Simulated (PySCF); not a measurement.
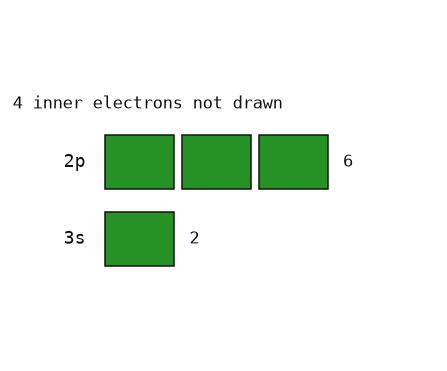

The outer shells of the nominal configuration: a box for each of the 2l + 1 orbitals, shaded by the share of the shell that is filled, with the electron count at the right.

**Atomic calculation, with input and output: P³⁺**

P³⁺, configuration 1s2 2s2 2p6 3s2, multiplicity 1. Computed at this level: unrestricted B2PLYP, x2c-QZVPPall plus 1 even-tempered diffuse shell per l, spin-free X2C-1e, Gaussian nucleus (PySCF).

## Key numbers

- outcome: converged
- total energy: −339.771979 hartree
- mean-field energy: −339.759289 hartree
- second-order correlation (valence shells only, unscaled; the total energy holds 0.27 of it): −0.047001 hartree
- SCF iterations: 4
- hardware: 1 CPU thread, shared host
- CPU time: 0.93 s (integrals apart)

## Input
```python
from pyscf import gto, scf, dft, mp, cc
import basis_set_exchange as bse
mol = gto.M(atom="P 0 0 0", charge=3, spin=0, symmetry="D2h",
            basis=gto.basis.parse(bse.get_basis("x2c-QZVPPall", elements=["P"], fmt="nwchem", augment_diffuse=1)),
            nucmod="G")
mf = dft.UKS(mol, xc="0.53*HF + 0.47*B88, 0.73*LYP").sfx2c1e()
mf.irrep_nelec = {'Ag': (3, 3), 'B1u': (1, 1), 'B2u': (1, 1), 'B3u': (1, 1)}
mf.kernel()
```

The script is an equivalent of what the driver set up; the driver started from orbitals of its own, so the log can be shorter than this script's would be, and it computed the properties (radii, ⟨L²⟩, response) afterwards. It held the occupations shell by shell, which the script's counts by irreducible representation don't always enforce. The second-order step of the double hybrid, with the core frozen, followed the SCF and isn't in the script.

## The program's output (extracts)
```
damping factor = 0
level_shift factor = 0
DIIS = <class 'pyscf.scf.diis.CDIIS'>
diis_start_cycle = 1
diis_space = 10
diis_damp = 0
SCF conv_tol = 1e-09
SCF conv_tol_grad = None
number electrons alpha = 6  beta = 6
XC functionals = 0.53*HF + 0.47*B88, 0.73*LYP
    A. D. Becke.,  Phys. Rev. A 38, 3098 (1988)
    C. Lee, W. Yang, and R. G. Parr.,  Phys. Rev. B 37, 785 (1988)
    B. Miehlich, A. Savin, H. Stoll, and H. Preuss.,  Chem. Phys. Lett. 157, 200 (1989)
cycle= 1 E= -339.759283304664  delta_E= -0.00224  |g|= 0.00815  |ddm|= 0.0663
cycle= 2 E= -339.759288715667  delta_E= -5.41e-06  |g|= 0.000406  |ddm|= 0.00522
cycle= 3 E= -339.759288740776  delta_E= -2.51e-08  |g|= 5.11e-05  |ddm|= 0.000425
cycle= 4 E= -339.759288740977  delta_E= -2.01e-10  |g|= 9.84e-06  |ddm|= 1.62e-05
converged SCF energy = -339.759288740977  <S^2> = -1.7763568e-15  2S+1 = 1
```

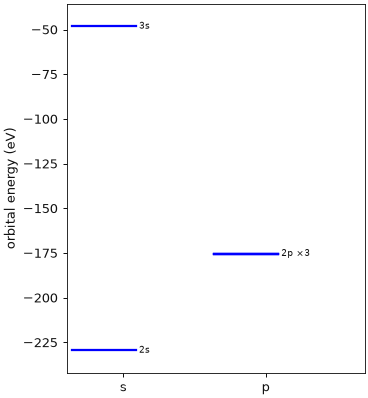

Orbital energies of the mean field, from the top down to −229.4 eV, by angular momentum; ×n counts the orbitals under one label. The highest filled orbital is 3s at −48.2 eV, the lowest empty one p at −32.2 eV.
